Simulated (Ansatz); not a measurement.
## Molecular dynamics, with input and output: C2H7FGeO (part 1 of 6)

The run: molecular dynamics of C2H7FGeO. Method and program: RKS B3LYP/def2-SVP (Ansatz 0.2.0).

It belongs to a series of runs on one base structure; here: dynamics from the start.

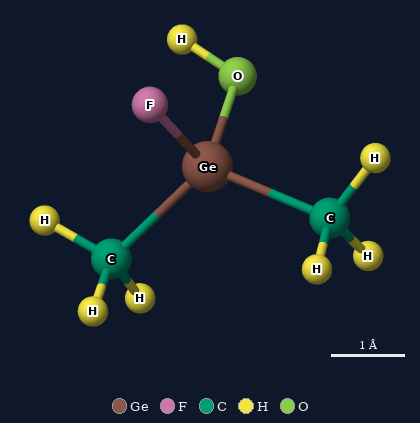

*The input geometry (ball-and-stick view, seen at a tilt). Sticks mark near contacts.*

### Summary

- outcome: finished
- mean temperature over the second half: 57 K
- trajectory: 300 steps, 300 fs
- ensemble: nvt_nose_hoover
- temperature in the input: 100.0 K
- time step: 1.0 fs
- potential energy (last step): −63461.4133 eV
- mean-field energy (last step): −63461.4133 eV
- largest force (length of the vector) (last step): 1.703 eV/Å
- hardware: 2 threads of Arm Neoverse V2, 24 GiB of memory available, shared host
- wall time: 18 min (CPU time 35 min)
- peak memory: 0.31 GiB

### Notes

So short a trajectory is not equilibrated. The temperature stays far from the 100 K of the thermostat over the second half: the run isn't equilibrated.

### Input file
```yaml
crystal:
  periodic: [false, false, false]
  atoms:
    - { symbol: Ge, position_ang: [0.033655, -0.12555, -0.111836] }
    - { symbol: F, position_ang: [0.078155, -0.278363, 1.640791] }
    - { symbol: C, position_ang: [1.853037, 0.082784, -0.753115] }
    - { symbol: H, position_ang: [2.456435, -0.797427, -0.486157] }
    - { symbol: H, position_ang: [1.857471, 0.201718, -1.847149] }
    - { symbol: H, position_ang: [2.30062, 0.977675, -0.296867] }
    - { symbol: O, position_ang: [-0.794492, 1.414928, -0.447702] }
    - { symbol: H, position_ang: [-1.679295, 1.466408, -0.062558] }
    - { symbol: C, position_ang: [-0.979307, -1.670416, -0.739837] }
    - { symbol: H, position_ang: [-1.974351, -1.691599, -0.269343] }
    - { symbol: H, position_ang: [-1.102824, -1.628363, -1.833072] }
    - { symbol: H, position_ang: [-0.449604, -2.598995, -0.476353] }
basis:
  gaussian: { orbitals: def2-SVP }
hamiltonian:
  xc: b3lyp
md:
  timestep: 1.0
  n_steps: 300
  ensemble: nvt_nose_hoover
  temperature: 100.0
  initial_velocities: maxwell_boltzmann
  seed: 105242
  nose_hoover: { tau: 300.0, chain_length: 3 }
```

Run as:
```bash
ansatz run input.yaml --threads 2 --pin off --max-ram 3072MiB --backend cpu --events-out ev --progress --plain --runs-dir out
```

### What the program printed
```
Engine: ansatz 0.2.0, aarch64-unknown-linux-gnu
Functional definition: B3LYP
  parameter a0 = 0.2
  parameter ax = 0.72
  parameter ac = 0.81
  exchange = (1 - a0 - ax)*slater_x + ax*b88_x + a0*exact_x
  correlation = (1 - ac)*vwn_rpa_c + ac*lyp_c
1319 factors; integrals over basis functions are off by at most 6.1e-4 eV
mean field evaluation 1: about -63448.1283 eV, gradient 8.2e1 eV
mean field evaluation 2: about -63435.7334 eV, gradient 1.2e2 eV
mean field evaluation 4: about -63461.4935 eV, gradient 3.7e0 eV
mean field evaluation 8: about -63461.5317 eV, gradient 1.2e-1 eV
mean field -63461.53169041 eV, -2332.1682738513 hartree, gradient 4.5e-5 eV, S^2 0.000000; 0 other end points of the search recorded, 0 dependent functions left out
the calculation of the forces begins
reference -63461.53194138 eV, -2332.1682830746 hartree; 34, 34 occupied and 89, 89 virtual orbitals, 1319 factors
md step     0: t =     0.00 fs  T =   100.0 K  F+E_penalty+E_count = -63461.53169041 eV  E_kin = 0.129260 eV  conserved = -63461.40243041 eV  (26 SCF iters)
these checks for a lower state are left out or cut short: starts, cluster_reference, orbital_swaps, neighbouring_geometries, increment
1319 factors; integrals over basis functions are off by at most 6.1e-4 eV
mean field evaluation 16: about -63461.5069 eV, gradient 1.2e0 eV
mean field -63461.52217163 eV, -2332.1679240427 hartree, gradient 8.4e-5 eV, S^2 0.000000; 0 other end points of the search recorded, 0 dependent functions left out
the calculation of the forces begins
reference -63461.52242319 eV, -2332.1679332875 hartree; 34, 34 occupied and 89, 89 virtual orbitals, 1319 factors
md step     1: t =     1.00 fs  T =    93.1 K  F+E_penalty+E_count = -63461.52217163 eV  E_kin = 0.120349 eV  conserved = -63461.40182292 eV  (27 SCF iters)
[... from here on the SCF iterations and repeated set-up lines of each step are left out, up to the last step ...]
md step     2: t =     2.00 fs  T =    78.4 K  F+E_penalty+E_count = -63461.50230843 eV  E_kin = 0.101330 eV  conserved = -63461.40097900 eV  (26 SCF iters)
md step     3: t =     3.00 fs  T =    64.7 K  F+E_penalty+E_count = -63461.48450296 eV  E_kin = 0.083618 eV  conserved = -63461.40088592 eV  (27 SCF iters)
md step     4: t =     4.00 fs  T =    53.5 K  F+E_penalty+E_count = -63461.47043436 eV  E_kin = 0.069103 eV  conserved = -63461.40133301 eV  (28 SCF iters)
md step     5: t =     5.00 fs  T =    40.9 K  F+E_penalty+E_count = -63461.45413881 eV  E_kin = 0.052866 eV  conserved = -63461.40127628 eV  (27 SCF iters)
md step     6: t =     6.00 fs  T =    28.1 K  F+E_penalty+E_count = -63461.43688861 eV  E_kin = 0.036349 eV  conserved = -63461.40054499 eV  (27 SCF iters)
md step     7: t =     7.00 fs  T =    22.2 K  F+E_penalty+E_count = -63461.42903662 eV  E_kin = 0.028728 eV  conserved = -63461.40031524 eV  (24 SCF iters)
md step     8: t =     8.00 fs  T =    25.7 K  F+E_penalty+E_count = -63461.43405716 eV  E_kin = 0.033270 eV  conserved = -63461.40079632 eV  (27 SCF iters)
md step     9: t =     9.00 fs  T =    34.2 K  F+E_penalty+E_count = -63461.44526283 eV  E_kin = 0.044184 eV  conserved = -63461.40109105 eV  (27 SCF iters)
md step    10: t =    10.00 fs  T =    43.9 K  F+E_penalty+E_count = -63461.45786581 eV  E_kin = 0.056804 eV  conserved = -63461.40107891 eV  (27 SCF iters)
md step    11: t =    11.00 fs  T =    54.4 K  F+E_penalty+E_count = -63461.47151963 eV  E_kin = 0.070331 eV  conserved = -63461.40121368 eV  (27 SCF iters)
md step    12: t =    12.00 fs  T =    63.8 K  F+E_penalty+E_count = -63461.48398855 eV  E_kin = 0.082407 eV  conserved = -63461.40161558 eV  (27 SCF iters)
md step    13: t =    13.00 fs  T =    67.9 K  F+E_penalty+E_count = -63461.48946825 eV  E_kin = 0.087706 eV  conserved = -63461.40180780 eV  (27 SCF iters)
md step    14: t =    14.00 fs  T =    65.2 K  F+E_penalty+E_count = -63461.48564143 eV  E_kin = 0.084304 eV  conserved = -63461.40139480 eV  (26 SCF iters)
md step    15: t =    15.00 fs  T =    59.9 K  F+E_penalty+E_count = -63461.47849372 eV  E_kin = 0.077456 eV  conserved = -63461.40110709 eV  (27 SCF iters)
md step    16: t =    16.00 fs  T =    54.5 K  F+E_penalty+E_count = -63461.47192604 eV  E_kin = 0.070485 eV  conserved = -63461.40152264 eV  (27 SCF iters)
md step    17: t =    17.00 fs  T =    45.7 K  F+E_penalty+E_count = -63461.46056853 eV  E_kin = 0.059071 eV  conserved = -63461.40158958 eV  (27 SCF iters)
md step    18: t =    18.00 fs  T =    33.4 K  F+E_penalty+E_count = -63461.44382471 eV  E_kin = 0.043130 eV  conserved = -63461.40079592 eV  (27 SCF iters)
md step    19: t =    19.00 fs  T =    25.6 K  F+E_penalty+E_count = -63461.43309451 eV  E_kin = 0.033034 eV  conserved = -63461.40016917 eV  (27 SCF iters)
md step    20: t =    20.00 fs  T =    28.7 K  F+E_penalty+E_count = -63461.43751529 eV  E_kin = 0.037114 eV  conserved = -63461.40051672 eV  (24 SCF iters)
md step    21: t =    21.00 fs  T =    39.4 K  F+E_penalty+E_count = -63461.45208057 eV  E_kin = 0.050884 eV  conserved = -63461.40132199 eV  (27 SCF iters)
md step    22: t =    22.00 fs  T =    49.4 K  F+E_penalty+E_count = -63461.46521667 eV  E_kin = 0.063906 eV  conserved = -63461.40144986 eV  (29 SCF iters)
md step    23: t =    23.00 fs  T =    57.5 K  F+E_penalty+E_count = -63461.47503575 eV  E_kin = 0.074278 eV  conserved = -63461.40091452 eV  (29 SCF iters)
md step    24: t =    24.00 fs  T =    67.9 K  F+E_penalty+E_count = -63461.48859074 eV  E_kin = 0.087726 eV  conserved = -63461.40104276 eV  (29 SCF iters)
md step    25: t =    25.00 fs  T =    79.1 K  F+E_penalty+E_count = -63461.50386624 eV  E_kin = 0.102220 eV  conserved = -63461.40184930 eV  (29 SCF iters)
md step    26: t =    26.00 fs  T =    83.2 K  F+E_penalty+E_count = -63461.50943446 eV  E_kin = 0.107608 eV  conserved = -63461.40205886 eV  (28 SCF iters)
md step    27: t =    27.00 fs  T =    77.8 K  F+E_penalty+E_count = -63461.50184304 eV  E_kin = 0.100557 eV  conserved = -63461.40154715 eV  (26 SCF iters)
md step    28: t =    28.00 fs  T =    67.6 K  F+E_penalty+E_count = -63461.48823065 eV  E_kin = 0.087382 eV  conserved = -63461.40113585 eV  (28 SCF iters)
md step    29: t =    29.00 fs  T =    57.0 K  F+E_penalty+E_count = -63461.47460391 eV  E_kin = 0.073667 eV  conserved = -63461.40124764 eV  (29 SCF iters)
md step    30: t =    30.00 fs  T =    45.3 K  F+E_penalty+E_count = -63461.45957684 eV  E_kin = 0.058511 eV  conserved = -63461.40139600 eV  (27 SCF iters)
md step    31: t =    31.00 fs  T =    31.7 K  F+E_penalty+E_count = -63461.44161278 eV  E_kin = 0.041024 eV  conserved = -63461.40093454 eV  (27 SCF iters)
md step    32: t =    32.00 fs  T =    21.2 K  F+E_penalty+E_count = -63461.42749369 eV  E_kin = 0.027374 eV  conserved = -63461.40047682 eV  (27 SCF iters)
md step    33: t =    33.00 fs  T =    17.9 K  F+E_penalty+E_count = -63461.42357039 eV  E_kin = 0.023138 eV  conserved = -63461.40079803 eV  (27 SCF iters)
md step    34: t =    34.00 fs  T =    19.3 K  F+E_penalty+E_count = -63461.42569433 eV  E_kin = 0.024980 eV  conserved = -63461.40108875 eV  (27 SCF iters)
md step    35: t =    35.00 fs  T =    22.6 K  F+E_penalty+E_count = -63461.42968375 eV  E_kin = 0.029251 eV  conserved = -63461.40081715 eV  (30 SCF iters)
md step    36: t =    36.00 fs  T =    29.9 K  F+E_penalty+E_count = -63461.43896934 eV  E_kin = 0.038704 eV  conserved = -63461.40066323 eV  (27 SCF iters)
md step    37: t =    37.00 fs  T =    42.4 K  F+E_penalty+E_count = -63461.45546889 eV  E_kin = 0.054760 eV  conserved = -63461.40112634 eV  (29 SCF iters)
md step    38: t =    38.00 fs  T =    54.9 K  F+E_penalty+E_count = -63461.47229303 eV  E_kin = 0.071005 eV  conserved = -63461.40173157 eV  (28 SCF iters)
md step    39: t =    39.00 fs  T =    61.6 K  F+E_penalty+E_count = -63461.48081766 eV  E_kin = 0.079672 eV  conserved = -63461.40162298 eV  (26 SCF iters)
md step    40: t =    40.00 fs  T =    63.5 K  F+E_penalty+E_count = -63461.48266211 eV  E_kin = 0.082099 eV  conserved = -63461.40107569 eV  (27 SCF iters)
md step    41: t =    41.00 fs  T =    65.3 K  F+E_penalty+E_count = -63461.48514950 eV  E_kin = 0.084401 eV  conserved = -63461.40129908 eV  (27 SCF iters)
md step    42: t =    42.00 fs  T =    64.9 K  F+E_penalty+E_count = -63461.48522161 eV  E_kin = 0.083925 eV  conserved = -63461.40188552 eV  (29 SCF iters)
md step    43: t =    43.00 fs  T =    57.2 K  F+E_penalty+E_count = -63461.47493958 eV  E_kin = 0.073975 eV  conserved = -63461.40159095 eV  (26 SCF iters)
md step    44: t =    44.00 fs  T =    45.1 K  F+E_penalty+E_count = -63461.45843242 eV  E_kin = 0.058323 eV  conserved = -63461.40076740 eV  (27 SCF iters)
md step    45: t =    45.00 fs  T =    37.0 K  F+E_penalty+E_count = -63461.44767753 eV  E_kin = 0.047873 eV  conserved = -63461.40048848 eV  (27 SCF iters)
md step    46: t =    46.00 fs  T =    36.2 K  F+E_penalty+E_count = -63461.44696787 eV  E_kin = 0.046732 eV  conserved = -63461.40094365 eV  (27 SCF iters)
md step    47: t =    47.00 fs  T =    38.2 K  F+E_penalty+E_count = -63461.44995456 eV  E_kin = 0.049404 eV  conserved = -63461.40128362 eV  (29 SCF iters)
md step    48: t =    48.00 fs  T =    40.2 K  F+E_penalty+E_count = -63461.45204814 eV  E_kin = 0.051923 eV  conserved = -63461.40088493 eV  (29 SCF iters)
md step    49: t =    49.00 fs  T =    45.6 K  F+E_penalty+E_count = -63461.45871475 eV  E_kin = 0.058892 eV  conserved = -63461.40061321 eV  (26 SCF iters)
md step    50: t =    50.00 fs  T =    56.5 K  F+E_penalty+E_count = -63461.47339048 eV  E_kin = 0.073006 eV  conserved = -63461.40121178 eV  (27 SCF iters)
md step    51: t =    51.00 fs  T =    67.1 K  F+E_penalty+E_count = -63461.48760667 eV  E_kin = 0.086742 eV  conserved = -63461.40173703 eV  (26 SCF iters)
md step    52: t =    52.00 fs  T =    71.8 K  F+E_penalty+E_count = -63461.49343507 eV  E_kin = 0.092788 eV  conserved = -63461.40157167 eV  (26 SCF iters)
md step    53: t =    53.00 fs  T =    71.5 K  F+E_penalty+E_count = -63461.49269155 eV  E_kin = 0.092398 eV  conserved = -63461.40127207 eV  (26 SCF iters)
md step    54: t =    54.00 fs  T =    69.0 K  F+E_penalty+E_count = -63461.48950770 eV  E_kin = 0.089160 eV  conserved = -63461.40138012 eV  (26 SCF iters)
md step    55: t =    55.00 fs  T =    63.3 K  F+E_penalty+E_count = -63461.48233537 eV  E_kin = 0.081767 eV  conserved = -63461.40165151 eV  (27 SCF iters)
md step    56: t =    56.00 fs  T =    52.2 K  F+E_penalty+E_count = -63461.46769101 eV  E_kin = 0.067455 eV  conserved = -63461.40136424 eV  (27 SCF iters)
md step    57: t =    57.00 fs  T =    39.2 K  F+E_penalty+E_count = -63461.45014387 eV  E_kin = 0.050619 eV  conserved = -63461.40069035 eV  (27 SCF iters)
md step    58: t =    58.00 fs  T =    30.7 K  F+E_penalty+E_count = -63461.43916602 eV  E_kin = 0.039646 eV  conserved = -63461.40071376 eV  (27 SCF iters)
md step    59: t =    59.00 fs  T =    26.9 K  F+E_penalty+E_count = -63461.43470639 eV  E_kin = 0.034770 eV  conserved = -63461.40115438 eV  (27 SCF iters)
md step    60: t =    60.00 fs  T =    24.1 K  F+E_penalty+E_count = -63461.43090293 eV  E_kin = 0.031179 eV  conserved = -63461.40096361 eV  (28 SCF iters)
md step    61: t =    61.00 fs  T =    24.0 K  F+E_penalty+E_count = -63461.43024894 eV  E_kin = 0.031050 eV  conserved = -63461.40045993 eV  (28 SCF iters)
md step    62: t =    62.00 fs  T =    31.4 K  F+E_penalty+E_count = -63461.43977450 eV  E_kin = 0.040534 eV  conserved = -63461.40052596 eV  (24 SCF iters)
md step    63: t =    63.00 fs  T =    45.3 K  F+E_penalty+E_count = -63461.45839141 eV  E_kin = 0.058514 eV  conserved = -63461.40119858 eV  (27 SCF iters)
md step    64: t =    64.00 fs  T =    58.8 K  F+E_penalty+E_count = -63461.47627500 eV  E_kin = 0.076005 eV  conserved = -63461.40163992 eV  (27 SCF iters)
md step    65: t =    65.00 fs  T =    67.5 K  F+E_penalty+E_count = -63461.48715355 eV  E_kin = 0.087255 eV  conserved = -63461.40132889 eV  (27 SCF iters)
md step    66: t =    66.00 fs  T =    73.9 K  F+E_penalty+E_count = -63461.49519769 eV  E_kin = 0.095560 eV  conserved = -63461.40113517 eV  (27 SCF iters)
md step    67: t =    67.00 fs  T =    79.5 K  F+E_penalty+E_count = -63461.50285136 eV  E_kin = 0.102718 eV  conserved = -63461.40170592 eV  (26 SCF iters)
md step    68: t =    68.00 fs  T =    78.9 K  F+E_penalty+E_count = -63461.50237394 eV  E_kin = 0.102025 eV  conserved = -63461.40199828 eV  (26 SCF iters)
md step    69: t =    69.00 fs  T =    69.6 K  F+E_penalty+E_count = -63461.48965269 eV  E_kin = 0.089921 eV  conserved = -63461.40145427 eV  (26 SCF iters)
md step    70: t =    70.00 fs  T =    56.7 K  F+E_penalty+E_count = -63461.47240871 eV  E_kin = 0.073334 eV  conserved = -63461.40085947 eV  (27 SCF iters)
md step    71: t =    71.00 fs  T =    46.7 K  F+E_penalty+E_count = -63461.45943338 eV  E_kin = 0.060383 eV  conserved = -63461.40088756 eV  (27 SCF iters)
md step    72: t =    72.00 fs  T =    39.7 K  F+E_penalty+E_count = -63461.45059186 eV  E_kin = 0.051253 eV  conserved = -63461.40121999 eV  (29 SCF iters)
md step    73: t =    73.00 fs  T =    32.9 K  F+E_penalty+E_count = -63461.44163169 eV  E_kin = 0.042567 eV  conserved = -63461.40098367 eV  (27 SCF iters)
md step    74: t =    74.00 fs  T =    29.4 K  F+E_penalty+E_count = -63461.43640316 eV  E_kin = 0.038029 eV  conserved = -63461.40032637 eV  (27 SCF iters)
md step    75: t =    75.00 fs  T =    35.1 K  F+E_penalty+E_count = -63461.44394314 eV  E_kin = 0.045407 eV  conserved = -63461.40052286 eV  (27 SCF iters)
md step    76: t =    76.00 fs  T =    47.9 K  F+E_penalty+E_count = -63461.46133370 eV  E_kin = 0.061979 eV  conserved = -63461.40138742 eV  (27 SCF iters)
md step    77: t =    77.00 fs  T =    59.3 K  F+E_penalty+E_count = -63461.47618754 eV  E_kin = 0.076642 eV  conserved = -63461.40163809 eV  (29 SCF iters)
md step    78: t =    78.00 fs  T =    65.8 K  F+E_penalty+E_count = -63461.48424269 eV  E_kin = 0.085099 eV  conserved = -63461.40130716 eV  (29 SCF iters)
md step    79: t =    79.00 fs  T =    70.2 K  F+E_penalty+E_count = -63461.48978576 eV  E_kin = 0.090777 eV  conserved = -63461.40124915 eV  (26 SCF iters)
md step    80: t =    80.00 fs  T =    72.8 K  F+E_penalty+E_count = -63461.49350355 eV  E_kin = 0.094147 eV  conserved = -63461.40167876 eV  (27 SCF iters)
md step    81: t =    81.00 fs  T =    69.5 K  F+E_penalty+E_count = -63461.48928947 eV  E_kin = 0.089822 eV  conserved = -63461.40187209 eV  (27 SCF iters)
md step    82: t =    82.00 fs  T =    58.7 K  F+E_penalty+E_count = -63461.47472143 eV  E_kin = 0.075898 eV  conserved = -63461.40130316 eV  (27 SCF iters)
md step    83: t =    83.00 fs  T =    46.1 K  F+E_penalty+E_count = -63461.45783619 eV  E_kin = 0.059529 eV  conserved = -63461.40084895 eV  (27 SCF iters)
md step    84: t =    84.00 fs  T =    36.0 K  F+E_penalty+E_count = -63461.44504983 eV  E_kin = 0.046530 eV  conserved = -63461.40111019 eV  (26 SCF iters)
md step    85: t =    85.00 fs  T =    27.0 K  F+E_penalty+E_count = -63461.43335754 eV  E_kin = 0.034896 eV  conserved = -63461.40109025 eV  (29 SCF iters)
md step    86: t =    86.00 fs  T =    19.6 K  F+E_penalty+E_count = -63461.42320838 eV  E_kin = 0.025353 eV  conserved = -63461.40051339 eV  (29 SCF iters)
md step    87: t =    87.00 fs  T =    19.4 K  F+E_penalty+E_count = -63461.42268398 eV  E_kin = 0.025089 eV  conserved = -63461.40027744 eV  (27 SCF iters)
md step    88: t =    88.00 fs  T =    28.7 K  F+E_penalty+E_count = -63461.43514896 eV  E_kin = 0.037078 eV  conserved = -63461.40078426 eV  (27 SCF iters)
md step    89: t =    89.00 fs  T =    42.2 K  F+E_penalty+E_count = -63461.45314125 eV  E_kin = 0.054488 eV  conserved = -63461.40141276 eV  (29 SCF iters)
md step    90: t =    90.00 fs  T =    53.5 K  F+E_penalty+E_count = -63461.46760697 eV  E_kin = 0.069107 eV  conserved = -63461.40132283 eV  (28 SCF iters)
md step    91: t =    91.00 fs  T =    63.2 K  F+E_penalty+E_count = -63461.47974432 eV  E_kin = 0.081743 eV  conserved = -63461.40090200 eV  (29 SCF iters)
md step    92: t =    92.00 fs  T =    74.7 K  F+E_penalty+E_count = -63461.49490004 eV  E_kin = 0.096542 eV  conserved = -63461.40135169 eV  (29 SCF iters)
md step    93: t =    93.00 fs  T =    83.1 K  F+E_penalty+E_count = -63461.50652770 eV  E_kin = 0.107470 eV  conserved = -63461.40215855 eV  (27 SCF iters)
md step    94: t =    94.00 fs  T =    80.7 K  F+E_penalty+E_count = -63461.50314930 eV  E_kin = 0.104327 eV  conserved = -63461.40203562 eV  (27 SCF iters)
md step    95: t =    95.00 fs  T =    68.3 K  F+E_penalty+E_count = -63461.48622443 eV  E_kin = 0.088290 eV  conserved = -63461.40124961 eV  (27 SCF iters)
md step    96: t =    96.00 fs  T =    53.9 K  F+E_penalty+E_count = -63461.46714130 eV  E_kin = 0.069694 eV  conserved = -63461.40084674 eV  (27 SCF iters)
md step    97: t =    97.00 fs  T =    42.1 K  F+E_penalty+E_count = -63461.45203677 eV  E_kin = 0.054398 eV  conserved = -63461.40110524 eV  (26 SCF iters)
md step    98: t =    98.00 fs  T =    31.0 K  F+E_penalty+E_count = -63461.43769621 eV  E_kin = 0.040008 eV  conserved = -63461.40120675 eV  (27 SCF iters)
```
